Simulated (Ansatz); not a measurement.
Process, species as SMILES: NB (BH2-NH2) → [BH-]N (closed-shell singlet) + H+
B3LYP-D3(BJ)/def2-TZVP geometries, fixed; electronic energies without zero-point terms.

Basis-set convergence of the deprotonation energy at B3LYP with Ansatz (a quantum-chemistry and plane-wave program). Cartesian d functions, on some or all atoms, in 6-31G*, 6-31+G*, 6-31G**; all else is spherical. The program fits the integrals of some runs and decomposes those of others, by size. The proton leaves the site shown, which need not be the most acidic. No added dispersion term, no relativity. Functions are those of the species that has most. Reference: the value in aug-pcseg-3, 428.61 kcal/mol, itself unsure by roughly 1.26 kcal/mol (its mean distance from aug-cc-pVQZ, def2-QZVPPD). Deviations are taken from unrounded values.

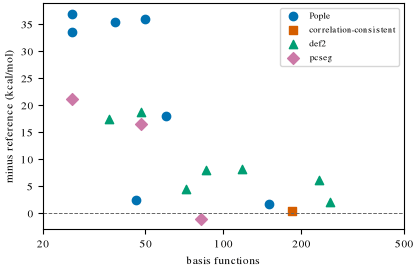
Deviation from the reference against the number of basis functions, by family of sets.

```tsv
basis	functions	deprotonation energy (kcal/mol)	minus reference (kcal/mol)
3-21G	26	462.12	33.51
6-31G	26	465.56	36.95
pcseg-0	26	449.82	21.21
def2-SV(P)	36	446.07	17.46
6-31G*	38	464.03	35.42
6-31+G*	46	430.97	2.36
def2-SVP	48	447.34	18.73
pcseg-1	48	445.11	16.50
6-31G**	50	464.50	35.89
6-311G**	60	446.61	18.00
def2-SVPD	72	433.14	4.53
aug-pcseg-1	82	427.52	-1.09
def2-TZVP	86	436.61	8.00
def2-TZVPP	118	436.77	8.16
6-311++G(3df,3pd)	150	430.25	1.64
aug-cc-pVTZ	184	428.97	0.36
def2-QZVPP	234	434.78	6.17
def2-QZVPPD	258	430.69	2.08
```
